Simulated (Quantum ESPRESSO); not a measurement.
# Cl on fcc sites of Rh(111), stepped through the coverage, part 2 of 10

Wanted: a table for Cl on fcc sites of Rh(111) against the coverage, and what can be fitted to it.

Quantum ESPRESSO 7.5; plane-wave DFT, PBE, GBRV ultrasoft pseudopotentials.

So far. Step 2 (Variable-cell relaxation of the reference):  The last row is no step: it is a fresh SCF in the final cell with a new plane-wave basis, -0 meV from the row before. The relaxed cell has a = 3.832 Å (conventional setting).

### Step 3. Ground state of the reference

A bulk run at that cell gives the reference energy and levels.

File ref.bulk.in:

```
&control
  prefix = 'ref.bulk'
  outdir = './out'
  pseudo_dir = './pseudo'
  calculation = 'scf'
  tprnfor = .true.
/
&system
  ibrav = 0
  nat = 1
  ntyp = 1
  ecutwfc = 40
  ecutrho = 200
  occupations = 'smearing'
  smearing = 'mv'
  degauss = 0.02
/
&electrons
  conv_thr = 1e-09
  mixing_beta = 0.4
  electron_maxstep = 120
/
ATOMIC_SPECIES
  Rh  102.9055  rh_pbe_v1.4.uspp.F.UPF
CELL_PARAMETERS angstrom
  0.00000000000000 1.91602264600000 1.91602264600000
  1.91602264600000 0.00000000000000 1.91602264600000
  1.91602264600000 1.91602264600000 0.00000000000000
ATOMIC_POSITIONS crystal
  Rh  0.000000000000 0.000000000000 0.000000000000
K_POINTS automatic
  18 18 18 0 0 0
```

Started as:

```
$ OMP_NUM_THREADS=1 mpirun -n 16 pw.x -nk 16 -in ref.bulk.in > ref.bulk.out
```

The program printed:

```text
[banner, memory and clock lines left out]
Program PWSCF v.7.5 starts
[citation notice left out]

[...]
Message from routine setup:
[...]
bravais-lattice index     =            0
     lattice parameter (alat)  =       5.1205  a.u.
     unit-cell volume          =      94.9355 (a.u.)^3
     number of atoms/cell      =            1
     number of atomic types    =            1
     number of electrons       =        15.00
     number of Kohn-Sham states=           12
     kinetic-energy cutoff     =      40.0000  Ry
     charge density cutoff     =     200.0000  Ry
     scf convergence threshold =      1.0E-09
     mixing beta               =       0.4000
     number of iterations used =            8  plain     mixing
     Exchange-correlation=  SLA  PW   PBX  PBC
                           (   1   4   3   4   0   0   0)

[...]
PseudoPot. # 1 for Rh read from file:
     ./pseudo/rh_pbe_v1.4.uspp.F.UPF
     Pseudo is Ultrasoft + core correction, Zval = 15.0
     Generated by new atomic code, or converted to UPF format
     Using radial grid of  969 points,  7 beta functions with:
                l(1) =   0
                l(2) =   0
                l(3) =   1
                l(4) =   1
                l(5) =   2
                l(6) =   2
                l(7) =   2
     Q(r) pseudized with  8 coefficients,  rinner =    1.200   1.200   1.200
                                                       1.200   1.200

     atomic species   valence    mass     pseudopotential
     Rh               15.00   102.90550     Rh( 1.00)

     48 Sym. Ops., with inversion, found

[...]
number of k points=   195  Marzari-Vanderbilt smearing, width (Ry)=  0.0200

     Number of k-points >= 100: set verbosity='high' to print them.

     Dense  grid:     4573 G-vectors     FFT dimensions: (  24,  24,  24)

     Smooth grid:     3287 G-vectors     FFT dimensions: (  24,  24,  24)

     Initial potential from superposition of free atoms

     starting charge      14.4999, renormalised to      15.0000

     negative rho (up, down):  5.816E-02 0.000E+00
     Starting wfcs are   12 randomized atomic wfcs

     per-process dynamical memory:    10.8 Mb

     Self-consistent Calculation

     iteration #  1     ecut=    40.00 Ry     beta= 0.40
     Davidson diagonalization with overlap
     ethr =  1.00E-02,  avg # of iterations =  4.3

     negative rho (up, down):  5.930E-02 0.000E+00

     total energy              =    -171.09836697 Ry
     estimated scf accuracy    <       0.55063042 Ry

     iteration #  2     ecut=    40.00 Ry     beta= 0.40
[...]
negative rho (up, down):  5.948E-02 0.000E+00

[...]
total energy              =    -171.20089218 Ry
     estimated scf accuracy    <       0.00150544 Ry

     iteration #  3     ecut=    40.00 Ry     beta= 0.40
[...]
negative rho (up, down):  5.955E-02 0.000E+00

[...]
total energy              =    -171.20114570 Ry
     estimated scf accuracy    <       0.00049410 Ry

     iteration #  4     ecut=    40.00 Ry     beta= 0.40
[...]
negative rho (up, down):  5.955E-02 0.000E+00

[...]
total energy              =    -171.20116574 Ry
     estimated scf accuracy    <       0.00003196 Ry

     iteration #  5     ecut=    40.00 Ry     beta= 0.40
[...]
negative rho (up, down):  5.953E-02 0.000E+00

[...]
total energy              =    -171.20117073 Ry
     estimated scf accuracy    <       0.00000097 Ry

     iteration #  6     ecut=    40.00 Ry     beta= 0.40
[...]
negative rho (up, down):  5.953E-02 0.000E+00

[...]
total energy              =    -171.20117104 Ry
     estimated scf accuracy    <       0.00000029 Ry

     iteration #  7     ecut=    40.00 Ry     beta= 0.40
[...]
negative rho (up, down):  5.953E-02 0.000E+00

[...]
total energy              =    -171.20117109 Ry
     estimated scf accuracy    <          7.7E-09 Ry

     iteration #  8     ecut=    40.00 Ry     beta= 0.40
[...]
negative rho (up, down):  5.953E-02 0.000E+00

[...]
End of self-consistent calculation

     Number of k-points >= 100: set verbosity='high' to print the bands.

     the Fermi energy is    20.7534 ev

!    total energy              =    -171.20117110 Ry
     estimated scf accuracy    <          4.8E-10 Ry
     smearing contrib. (-TS)   =      -0.00001520 Ry
     internal energy E=F+TS    =    -171.20115589 Ry

     The total energy is F=E-TS. E is the sum of the following terms:
     one-electron contribution =     -24.26481298 Ry
     hartree contribution      =      25.45615155 Ry
     xc contribution           =     -29.93697095 Ry
     ewald contribution        =    -142.45552352 Ry

     convergence has been achieved in   8 iterations

     negative rho (up, down):  5.953E-02 0.000E+00

     Forces acting on atoms (cartesian axes, Ry/au):

     atom    1 type  1   force =     0.00000000    0.00000000    0.00000000

     Total force =     0.000000     Total SCF correction =     0.000000

[...]
```

Wall time 1.8 s (16 MPI ranks of Arm Neoverse V2, shared host); peak memory 0.09 GiB.

This step gave:

- free energy: -2329.3106 eV

### Step 4. Relaxing the ions of the reference

The free molecule gives the reference for adsorption energies.

System of this step: Cl2 molecule in a box. The cell holds 2 atoms: 2 Cl. Cell: a = 11.000 Å, b = 11.500 Å, c = 13.000 Å, α = 90.0°, β = 90.0°, γ = 90.0°. Vacuum lies along a, b and c.

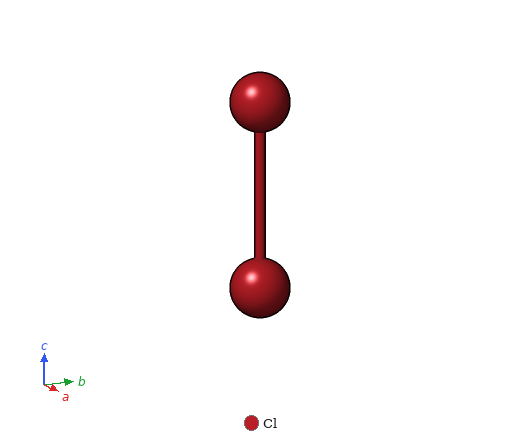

The cell of this step (chlorine red).

File ref.gas.in:

```
&control
  prefix = 'ref.gas'
  outdir = './out'
  pseudo_dir = './pseudo'
  nstep = 40
  forc_conv_thr = 0.001
  calculation = 'relax'
/
&system
  ibrav = 0
  nat = 2
  ntyp = 1
  ecutwfc = 40
  ecutrho = 200
  occupations = 'smearing'
  smearing = 'gaussian'
  degauss = 0.002
/
&electrons
  conv_thr = 1e-07
  mixing_beta = 0.4
  electron_maxstep = 120
/
&ions
/
ATOMIC_SPECIES
  Cl  35.4500  cl_pbe_v1.4.uspp.F.UPF
CELL_PARAMETERS angstrom
  11.00000000000000 0.00000000000000 0.00000000000000
  0.00000000000000 11.50000000000000 0.00000000000000
  0.00000000000000 0.00000000000000 13.00000000000000
ATOMIC_POSITIONS crystal
  Cl  0.500000000000 0.500000000000 0.423076923077
  Cl  0.500000000000 0.500000000000 0.576923076923
K_POINTS automatic
  1 1 1 0 0 0
```

Started as:

```
$ OMP_NUM_THREADS=1 mpirun -n 16 pw.x -nk 1 -in ref.gas.in > ref.gas.out
```

The program printed:

```text
[banner, memory and clock lines left out]
Program PWSCF v.7.5 starts

          URL

     Message from routine setup:
     using ibrav=0 with symmetry is DISCOURAGED, use correct ibrav instead

     bravais-lattice index     =            0
     lattice parameter (alat)  =      20.7870  a.u.
     unit-cell volume          =   11097.6361 (a.u.)^3
     number of atoms/cell      =            2
     number of atomic types    =            1
     number of electrons       =        14.00
     number of Kohn-Sham states=           11
     kinetic-energy cutoff     =      40.0000  Ry
     charge density cutoff     =     200.0000  Ry
     scf convergence threshold =      1.0E-07
     mixing beta               =       0.4000
     number of iterations used =            8  plain     mixing
     energy convergence thresh.=      1.0E-04
     force convergence thresh. =      1.0E-03
     Exchange-correlation=  SLA  PW   PBX  PBC
                           (   1   4   3   4   0   0   0)
     nstep                     =           40

     celldm(1)=  20.786987  celldm(2)=   0.000000  celldm(3)=   0.000000
     celldm(4)=   0.000000  celldm(5)=   0.000000  celldm(6)=   0.000000

     crystal axes: (cart. coord. in units of alat)
               a(1) = (   1.000000   0.000000   0.000000 )
               a(2) = (   0.000000   1.045455   0.000000 )
               a(3) = (   0.000000   0.000000   1.181818 )

     reciprocal axes: (cart. coord. in units 2 pi/alat)
               b(1) = (  1.000000  0.000000  0.000000 )
               b(2) = (  0.000000  0.956522  0.000000 )
               b(3) = (  0.000000  0.000000  0.846154 )

     PseudoPot. # 1 for Cl read from file:
     ./pseudo/cl_pbe_v1.4.uspp.F.UPF
     Pseudo is Ultrasoft + core correction, Zval =  7.0
     Generated by new atomic code, or converted to UPF format
     Using radial grid of  909 points,  6 beta functions with:
                l(1) =   0
                l(2) =   0
                l(3) =   1
                l(4) =   1
                l(5) =   2
                l(6) =   2
     Q(r) pseudized with  8 coefficients,  rinner =    1.300   1.300   1.300
                                                       1.300   1.300

     atomic species   valence    mass     pseudopotential
     Cl                7.00    35.45000     Cl( 1.00)

      8 Sym. Ops., with inversion, found

   Cartesian axes

     site n.     atom                  positions (alat units)
         1        Cl     tau(   1) = (   0.5000000   0.5227273   0.5000000  )
         2        Cl     tau(   2) = (   0.5000000   0.5227273   0.6818182  )

     number of k points=     1  Gaussian smearing, width (Ry)=  0.0020
                       cart. coord. in units 2pi/alat
        k(    1) = (   0.0000000   0.0000000   0.0000000), wk =   2.0000000

     Dense  grid:   530123 G-vectors     FFT dimensions: (  96, 100, 120)

     Smooth grid:   379275 G-vectors     FFT dimensions: (  90,  90, 100)

     Initial potential from superposition of free atoms

     starting charge      14.0000, renormalised to      14.0000

     negative rho (up, down):  3.204E-02 0.000E+00
     Starting wfcs are    8 randomized atomic wfcs +    3 random wfcs

     per-process dynamical memory:    25.9 Mb

     Self-consistent Calculation

     iteration #  1     ecut=    40.00 Ry     beta= 0.40
     Davidson diagonalization with overlap
     ethr =  1.00E-02,  avg # of iterations =  7.0

     Threshold (ethr) on eigenvalues was too large:
     Diagonalizing with lowered threshold

     Davidson diagonalization with overlap
     ethr =  4.16E-04,  avg # of iterations =  7.0

     negative rho (up, down):  3.180E-02 0.000E+00

     total energy              =     -66.57809369 Ry
     estimated scf accuracy    <       0.05626554 Ry

     iteration #  2     ecut=    40.00 Ry     beta= 0.40
     Davidson diagonalization with overlap
     ethr =  4.02E-04,  avg # of iterations =  1.0

     negative rho (up, down):  3.198E-02 0.000E+00

     total energy              =     -66.57326344 Ry
     estimated scf accuracy    <       0.01498554 Ry

     iteration #  3     ecut=    40.00 Ry     beta= 0.40
     Davidson diagonalization with overlap
     ethr =  1.07E-04,  avg # of iterations =  2.0

     negative rho (up, down):  3.165E-02 0.000E+00

     total energy              =     -66.57455653 Ry
     estimated scf accuracy    <       0.00012841 Ry

     iteration #  4     ecut=    40.00 Ry     beta= 0.40
     Davidson diagonalization with overlap
     ethr =  9.17E-07,  avg # of iterations = 18.0

     negative rho (up, down):  3.139E-02 0.000E+00

     total energy              =     -66.57464508 Ry
     estimated scf accuracy    <       0.00003747 Ry

     iteration #  5     ecut=    40.00 Ry     beta= 0.40
     Davidson diagonalization with overlap
     ethr =  2.68E-07,  avg # of iterations =  2.0

     negative rho (up, down):  3.125E-02 0.000E+00

     total energy              =     -66.57465689 Ry
     estimated scf accuracy    <       0.00000668 Ry

     iteration #  6     ecut=    40.00 Ry     beta= 0.40
     Davidson diagonalization with overlap
     ethr =  4.77E-08,  avg # of iterations =  2.0

     negative rho (up, down):  3.117E-02 0.000E+00

     total energy              =     -66.57465639 Ry
     estimated scf accuracy    <       0.00000230 Ry

     iteration #  7     ecut=    40.00 Ry     beta= 0.40
     Davidson diagonalization with overlap
     ethr =  1.64E-08,  avg # of iterations =  2.0

     negative rho (up, down):  3.109E-02 0.000E+00

     End of self-consistent calculation

          k = 0.0000 0.0000 0.0000 ( 47391 PWs)   bands (ev):

   -23.2499 -19.0489 -11.7046  -9.6818  -9.6817  -7.0506  -7.0505  -4.0616
    -0.3109   0.6043   0.6858

     the Fermi energy is    -5.1621 ev

!    total energy              =     -66.57465765 Ry
     estimated scf accuracy    <       0.00000008 Ry
     smearing contrib. (-TS)   =      -0.00000000 Ry
     internal energy E=F+TS    =     -66.57465765 Ry

     The total energy is F=E-TS. E is the sum of the following terms:
     one-electron contribution =    -101.02345602 Ry
     hartree contribution      =      51.81316227 Ry
     xc contribution           =     -18.71625910 Ry
     ewald contribution        =       1.35189520 Ry

     convergence has been achieved in   7 iterations

     negative rho (up, down):  3.109E-02 0.000E+00

     Forces acting on atoms (cartesian axes, Ry/au):

     atom    1 type  1   force =     0.00000000    0.00000000   -0.00337144
     atom    2 type  1   force =     0.00000000    0.00000000    0.00337144

     Total force =     0.004768     Total SCF correction =     0.000709
     SCF correction compared to forces is large: reduce conv_thr to get better values

     BFGS Geometry Optimization
     Energy error            =      2.3E-05 Ry
     Gradient error          =      3.4E-03 Ry/Bohr

     number of scf cycles    =   1
     number of bfgs steps    =   0

     energy             new  =     -66.5746576490 Ry

     new trust radius        =       0.0033714395 bohr
     new conv_thr            =       0.0000001000 Ry

ATOMIC_POSITIONS (crystal)
Cl               0.5000000000        0.5000000000        0.4229396855
Cl               0.5000000000        0.5000000000        0.5770603145

     XML data file
     NEW-OLD atomic charge density approx. for the potential

     negative rho (up, down):  3.111E-02 0.000E+00

     per-process dynamical memory:    34.9 Mb

     Self-consistent Calculation

     iteration #  1     ecut=    40.00 Ry     beta= 0.40
     Davidson diagonalization with overlap
     ethr =  1.00E-06,  avg # of iterations =  3.0

     Threshold (ethr) on eigenvalues was too large:
     Diagonalizing with lowered threshold

     Davidson diagonalization with overlap
     ethr =  9.57E-09,  avg # of iterations =  4.0

     negative rho (up, down):  3.109E-02 0.000E+00

     total energy              =     -66.57466964 Ry
     estimated scf accuracy    <       0.00000237 Ry

     iteration #  2     ecut=    40.00 Ry     beta= 0.40
     Davidson diagonalization with overlap
     ethr =  1.70E-08,  avg # of iterations =  2.0

     negative rho (up, down):  3.109E-02 0.000E+00

     total energy              =     -66.57466985 Ry
     estimated scf accuracy    <       0.00000031 Ry

     iteration #  3     ecut=    40.00 Ry     beta= 0.40
     Davidson diagonalization with overlap
     ethr =  2.22E-09,  avg # of iterations =  2.0

     negative rho (up, down):  3.108E-02 0.000E+00

     End of self-consistent calculation

          k = 0.0000 0.0000 0.0000 ( 47391 PWs)   bands (ev):

   -23.2257 -19.0584 -11.6967  -9.6703  -9.6703  -7.0577  -7.0577  -4.0893
    -0.3098   0.6075   0.6860

     the Fermi energy is    -5.1559 ev

!    total energy              =     -66.57466986 Ry
     estimated scf accuracy    <       0.00000006 Ry
     smearing contrib. (-TS)   =      -0.00000000 Ry
     internal energy E=F+TS    =     -66.57466986 Ry

     The total energy is F=E-TS. E is the sum of the following terms:
     one-electron contribution =    -100.93711409 Ry
     hartree contribution      =      51.76963450 Ry
     xc contribution           =     -18.71352170 Ry
     ewald contribution        =       1.30633143 Ry

     convergence has been achieved in   3 iterations

     negative rho (up, down):  3.108E-02 0.000E+00

     Forces acting on atoms (cartesian axes, Ry/au):

     atom    1 type  1   force =     0.00000000    0.00000000   -0.00057322
     atom    2 type  1   force =     0.00000000    0.00000000    0.00057322

     Total force =     0.000811     Total SCF correction =     0.000312
     SCF correction compared to forces is large: reduce conv_thr to get better values
     Energy error            =      1.2E-05 Ry
     Gradient error          =      5.7E-04 Ry/Bohr

     bfgs converged in   2 scf cycles and   1 bfgs steps
     (criteria: energy <  1.0E-04 Ry, force <  1.0E-03 Ry/Bohr)

     End of BFGS Geometry Optimization

     Final energy             =     -66.5746698612 Ry

     File ./out/ref.gas.bfgs deleted, as requested
Begin final coordinates

ATOMIC_POSITIONS (crystal)
Cl               0.5000000000        0.5000000000        0.4229396855
Cl               0.5000000000        0.5000000000        0.5770603145
End final coordinates

     XML data file, charge density, pseudopotentials, collected wavefunctions

                                        0.00s GPU  (      65 calls)
```

The job ended after 5.3 s (16 MPI ranks; peak memory 2.5 GiB; 83 s of CPU time).

Hardly anything moved in the relaxation; the energy changed by under 0.2 meV an atom.

Read from the output:

| Quantity | Value |
| --- | --- |
| free energy | -905.7945 eV |
| Fermi energy | -5.156 eV |

(Continued in part 3 of 10.)

[Logs are printed without paths, hosts, clocks, repeated set-up lines and the standing remarks that a program may print on its own settings, such as how far it seeks lower states.]

[Hosts, paths, dates, database ids (printed as entryN), source tags and the programs' standing remarks are cut or masked in the printed files.]

[Maps of the electrostatic potential energy from Ansatz leave out the sawtooth potential of an applied field or a dipole correction, so their vacuum need not be flat; planar profiles and work functions include it.]
